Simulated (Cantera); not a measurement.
A closed system holds: 1 mol Fe(CO)5, 3 mol CO, 3.2 mol H2, equilibrated at 1298.15 K.

Method: chemical equilibrium by Gibbs-energy minimisation in Cantera with the NASA 1993 tables (ideal gas, pure condensed phases). Candidate condensed phases: C, C6H6, C7H8, C8H18, Fe, Fe(CO)5, FeO, Fe(OH)2, Fe(OH)3, Fe2O3, Fe3O4, H2O; 114 gas species. Condensed phases not in the tables: cementite and carbon dissolved in iron. Equilibrium is a limit: real reactors are often held back by kinetics, nucleation or transport.

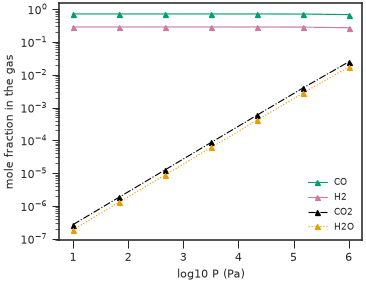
Fig. 1. Equilibrium gas composition (values under 1e-9 drawn at 1e-9)

Question: Read off the mole fractions at 0.00460 bar.

Answer: CO about 0.71, H2 about 0.29, CO2 about 1.2e-5, H2O about 8.7e-6.
